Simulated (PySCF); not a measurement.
## Two runs on C2HF2N

System: C2HF2N (Difluoroacetonitrile).
Method of run A: GIAO PBE0/STO-3G NMR shielding, non-relativistic, gas phase (PySCF 2.14.0).

The geometry comes from this level: PBE0-D3(BJ)/def2-SVP. Text and figures count atoms from 1; the logs count them from 0 in places.

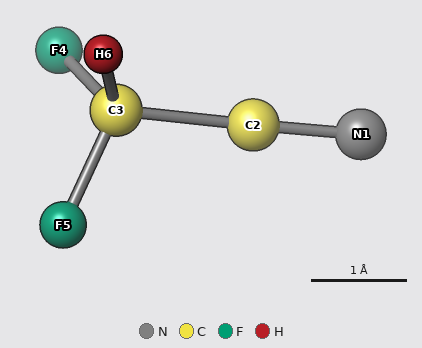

The input geometry (ball-and-stick view, seen at a tilt; atoms are numbered from 1 in the order of the input).

### Input file, run A
```
{"job": {"kind": "nmr", "xc": "PBE0", "basis": "STO-3G", "pop": true}, "charge": 0, "multiplicity": 1}
N      2.171056     0.050822    -0.086527
C      1.017608     0.014817    -0.048614
C     -0.458632    -0.035278     0.051457
F     -0.980419     1.099774    -0.431444
F     -0.923182    -1.071278    -0.660115
H     -0.763313    -0.154886     1.105973
```

The first line tells a small driver script what to run in PySCF; the rest is the geometry in Å.

Launched with:
```bash
OMP_NUM_THREADS=1 python <driver script> task.json out
```

Hardware: 1 CPU thread, shared host.

### Output (run A)
```
coarse grid: 6032 points
cycle   1  E = -326.1764364531  dE =  9.575e-01  |g| = 7.772e-01  |ddm| = 3.573e+00
cycle   2  E = -325.8363762794  dE =  3.401e-01  |g| = 1.399e+00  |ddm| = 2.307e+00
cycle   3  E = -326.3393323517  dE = -5.030e-01  |g| = 2.671e-01  |ddm| = 1.590e+00
cycle   4  E = -326.3587988615  dE = -1.947e-02  |g| = 1.587e-02  |ddm| = 2.856e-01
cycle   5  E = -326.3588720660  dE = -7.320e-05  |g| = 1.769e-03  |ddm| = 2.267e-02
cycle   6  E = -326.3588730288  dE = -9.628e-07  |g| = 4.739e-04  |ddm| = 2.899e-03
final grid: 61992 points
cycle   7  E = -326.3281638172  dE = -4.113e-06  |g| = 2.261e-03  |ddm| = 9.188e-03
cycle   8  E = -326.3281640190  dE = -2.018e-07  |g| = 2.126e-03  |ddm| = 5.344e-03
cycle   9  E = -326.3281652699  dE = -1.251e-06  |g| = 5.663e-04  |ddm| = 2.701e-03
cycle  10  E = -326.3281653504  dE = -8.043e-08  |g| = 2.455e-05  |ddm| = 5.312e-04
cycle  11  E = -326.3281653506  dE = -2.647e-10  |g| = 8.869e-06  |ddm| = 5.637e-05
converged SCF energy = -326.3281653506

GIAO shielding tensors (ppm)
atom      isotropic    diamagn.    paramagn.     s11        s22        s33       span
  0 N       62.479     319.820    -257.341    -56.710    -55.862    300.009    356.719
  1 C      146.612     265.612    -119.001     72.649     75.474    291.712    219.063
  2 C      156.034     249.471     -93.437    121.837    160.777    185.487     63.650
  3 F      412.029     452.631     -40.602    363.553    400.789    471.745    108.192
  4 F      411.717     452.576     -40.859    363.821    400.171    471.159    107.337
  5 H       28.546      28.971      -0.425     24.815     26.927     33.896      9.081
```

The input of run B differs as follows (lines with − go, lines with + come):
```diff
-"basis": "STO-3G"
+"basis": "6-311+G(2d,p)"
```

What does this change do to the results?

The total energy of run B is 2914.6 kcal/mol lower, which measures the change of basis and not a stability. The HOMO goes from −6.65 to −10.68 eV. The LUMO goes from 3.09 to −0.82 eV. The dipole moment goes from 2.25 to 2.50 D. Of all shieldings, the largest change is that of F4, by −107.0 ppm. Diffuse functions give room to the loosely bound empty orbitals, which lowers the LUMO. The SCF takes 14 iterations against 11. The basis functions go from 26 to 141.

### Output (run B)
```
coarse grid: 6032 points
cycle   1  E = -330.8508819124  dE =  7.626e-01  |g| = 7.874e-01  |ddm| = 2.354e+00
cycle   2  E = -330.5373766488  dE =  3.135e-01  |g| = 1.513e+00  |ddm| = 1.240e+00
cycle   3  E = -330.9522070906  dE = -4.148e-01  |g| = 2.568e-01  |ddm| = 8.193e-01
cycle   4  E = -330.9643607975  dE = -1.215e-02  |g| = 6.778e-02  |ddm| = 1.656e-01
cycle   5  E = -330.9652437503  dE = -8.830e-04  |g| = 1.381e-02  |ddm| = 4.571e-02
cycle   6  E = -330.9652768580  dE = -3.311e-05  |g| = 1.930e-03  |ddm| = 9.605e-03
cycle   7  E = -330.9652776054  dE = -7.474e-07  |g| = 2.183e-04  |ddm| = 1.609e-03
final grid: 61992 points
cycle   8  E = -330.9728354678  dE = -3.038e-05  |g| = 3.879e-03  |ddm| = 3.401e-02
cycle   9  E = -330.9728344230  dE =  1.045e-06  |g| = 4.828e-03  |ddm| = 4.942e-03
cycle  10  E = -330.9728382858  dE = -3.863e-06  |g| = 9.598e-04  |ddm| = 2.801e-03
cycle  11  E = -330.9728384014  dE = -1.157e-07  |g| = 5.548e-04  |ddm| = 7.666e-04
cycle  12  E = -330.9728384623  dE = -6.088e-08  |g| = 1.403e-04  |ddm| = 3.426e-04
cycle  13  E = -330.9728384658  dE = -3.435e-09  |g| = 1.871e-05  |ddm| = 7.754e-05
cycle  14  E = -330.9728384658  dE = -4.331e-11  |g| = 9.237e-06  |ddm| = 1.483e-05
converged SCF energy = -330.9728384658

GIAO shielding tensors (ppm)
atom      isotropic    diamagn.    paramagn.     s11        s22        s33       span
  0 N      -42.975     321.488    -364.463   -205.567   -202.385    279.028    484.595
  1 C       70.152     269.645    -199.492    -43.646    -39.912    294.015    337.661
  2 C       85.400     240.720    -155.321     63.122     86.952    106.126     43.004
  3 F      305.073     461.960    -156.888    189.186    332.818    393.214    204.028
  4 F      304.933     461.816    -156.882    188.759    333.124    392.917    204.158
  5 H       25.448      27.403      -1.955     23.626     23.889     28.829      5.203
```

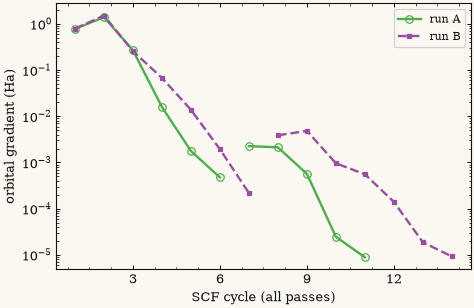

Convergence of the two runs: orbital gradient against the SCF cycle. A break in a curve parts two SCF passes (coarse and final grid). Run A takes 11 cycles in all, and run B takes 14.

### The two runs side by side

| quantity | run A | run B |
| --- | --- | --- |
| outcome | converged | converged |
| total energy (hartree) | −326.328165 | −330.972838 |
| HOMO (eV) | −6.65 | −10.68 |
| LUMO (eV) | 3.09 | −0.82 |
| dipole moment (D) | 2.25 | 2.50 |
| shielding of N1 (ppm) | 62.5 | −43.0 |
| shielding of C2 (ppm) | 146.6 | 70.2 |
| shielding of C3 (ppm) | 156.0 | 85.4 |
| shielding of F4 (ppm) | 412.0 | 305.1 |
| shielding of F5 (ppm) | 411.7 | 304.9 |
| shielding of H6 (ppm) | 28.5 | 25.4 |
| SCF iterations | 11 | 14 |
| basis functions | 26 | 141 |
| wall time (shared host) | 1.3 s | 7.2 s |
